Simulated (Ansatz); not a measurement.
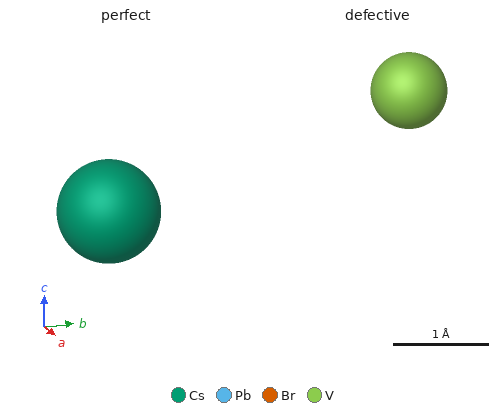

Left: perfect CsPbBr3. Right: the same region with one point defect, after relaxing the atoms in a supercell of 40 sites. The picture is a ball-and-stick view of the atoms within 3.8 Å of one point, seen slightly off an axis.

These are results of DFT, PBEsol, PAW, plane waves in Ansatz, not measurements. Set-up: plane-wave cutoff 420 eV; k-point mesh 1 × 1 × 1; mesh shifted by (0.25, 0.25, 0.25); no spin polarisation. Fermi-Dirac smearing of 0.01 eV. A uniform background neutralises the charged cell. The axes drawn are those of the host's conventional cell.

> What kind of defect was made?

A caesium atom is replaced by vanadium.

The charge state of the cell is +2.

> How does the lattice respond?

In the host the Cs atom has ; the V atom ends with 5 Br at 2.39 to 2.49 Å. Of the host's atoms, a bromine atom moves furthest from its site, by 1.26 Å. The V atom itself moves 2.51 Å from where it was put.

Limits of the set-up: the cell is charged, on a uniform background, and energies carry no finite-size correction.
